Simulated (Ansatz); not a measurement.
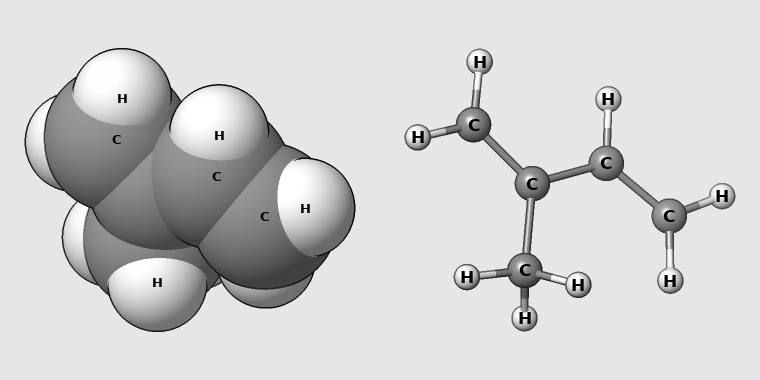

Two views of one molecule.

Computed geometry: PBE0-D4/def2-TZVP optimisation.

Description:

The molecule is C5H8. SMILES: `C=CC(=C)C`. It has no ring. Among its groups: alkene. The point group is Cs. Coordination: 4 C trigonal planar; 1 C tetrahedral.

More results for the same structure follow; atom numbers are the same in all pictures, views and colours differ.

## Shape

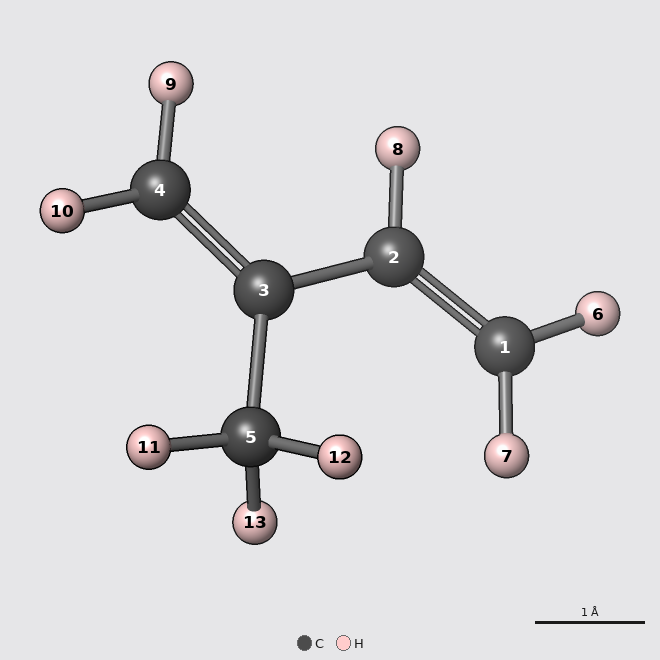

The atoms are numbered.

Give the bond lengths.

```
  bond  length (Å)   order
 C1–C2       1.332  double
 C1–H6       1.083  single
 C1–H7       1.084  single
 C2–C3       1.459  single
 C2–H8       1.088  single
 C3–C4       1.336  double
 C3–C5       1.496  single
 C4–H9       1.085  single
C4–H10       1.084  single
C5–H11       1.090  single
C5–H12       1.094  single
C5–H13       1.094  single
```

## Charges

The questions are on Mulliken charges. Properties computed with RKS PBE0-D4/def2-TZVP (Ansatz 0.2.0).

Which atom carries the highest charge (most positive or least negative)?

H12, H13 (0.14 e).

And the lowest?

C5 (−0.40 e).

List the Mulliken charges.

| atom | value (e) |
| --- | --- |
| C1 | −0.28 |
| C2 | −0.14 |
| C3 | 0.11 |
| C4 | −0.29 |
| C5 | −0.40 |
| H6 | 0.13 |
| H7 | 0.13 |
| H8 | 0.11 |
| H9 | 0.12 |
| H10 | 0.12 |
| H11 | 0.13 |
| H12 | 0.14 |
| H13 | 0.14 |

## Thermal motion

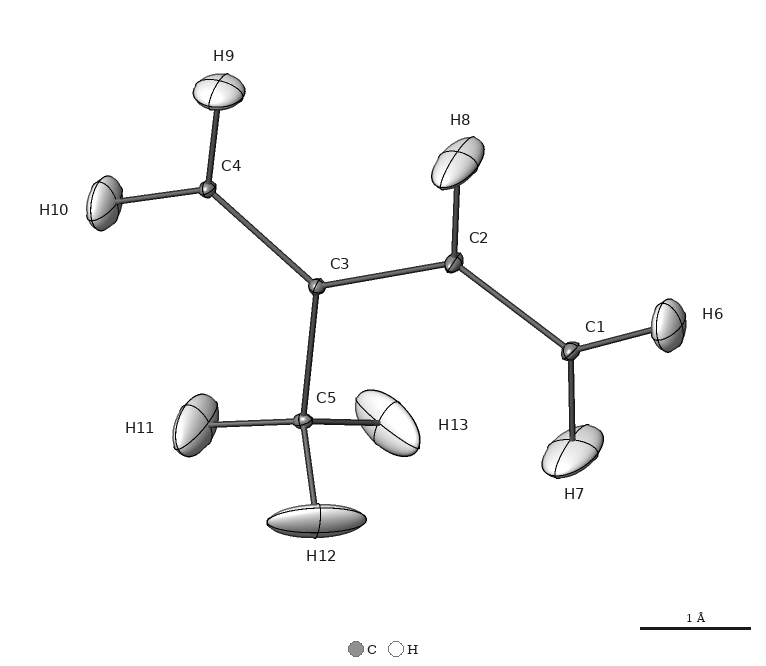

Displacement ellipsoids at the 50 % level, from the internal vibrations of the free molecule (harmonic, no overall translation or rotation; no half-axis is drawn under 0.075 Å). Vibrations computed with RKS PBE0-D4/def2-TZVP (Ansatz 0.2.0). Temperature: 400 K.

List U_eq and the three principal root-mean-square amplitudes for each kind of atom.

```tsv
atom	U_eq (Å²)	rms amplitudes (Å)
C1	0.0034	0.033, 0.060, 0.075
C2	0.0038	0.032, 0.042, 0.093
C3	0.0021	0.035, 0.039, 0.059
C4	0.0025	0.037, 0.044, 0.065
C5	0.0021	0.034, 0.039, 0.061
H6	0.0197	0.086, 0.151, 0.170
H7	0.0369	0.081, 0.161, 0.280
H8	0.0327	0.080, 0.124, 0.276
H9	0.0186	0.079, 0.150, 0.165
H10	0.0226	0.081, 0.144, 0.201
H11	0.0347	0.090, 0.141, 0.276
H12, H13	0.0381	0.080, 0.146, 0.295
```

## Levels of theory compared

Program: Ansatz 0.2.0.

Compare HOMO energy (eV), HOMO–LUMO gap (eV), dipole (D) at these levels: B3LYP-D4/def2-TZVPP; PBE-D4/def2-TZVPP; r2SCAN-D4/def2-TZVPP; ωB97M-V/def2-TZVPP.

| level | HOMO energy (eV) | HOMO–LUMO gap (eV) | dipole (D) |
| --- | --- | --- | --- |
| B3LYP-D4/def2-TZVPP | −6.51 | 5.53 | 0.28 |
| PBE-D4/def2-TZVPP | −5.74 | 4.02 | 0.29 |
| r2SCAN-D4/def2-TZVPP | −5.89 | 4.34 | 0.31 |
| ωB97M-V/def2-TZVPP | −8.82 | 10.09 | 0.27 |

Mulliken values depend strongly on the basis set and can even reverse the polarity of a bond.
